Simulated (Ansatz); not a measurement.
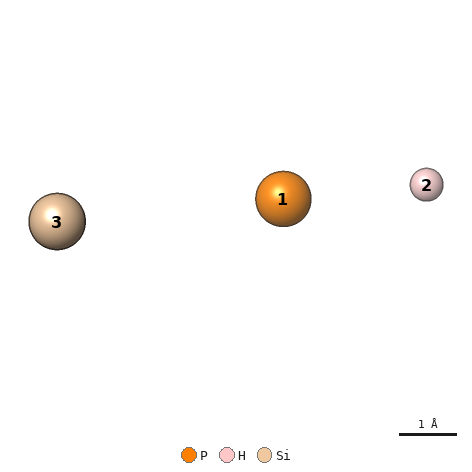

The picture comes from a calculation with Ansatz.

Orthographic view. Depth is shown by fading: the farther an atom, the more it takes the colour of the background. Geometry: a fixed input geometry, not necessarily a minimum.

Give the distance matrix in Å.

```
atom    P1    H2   Si3
  P1  0.00            
  H2  2.67  0.00      
 Si3  4.21  6.88  0.00
```
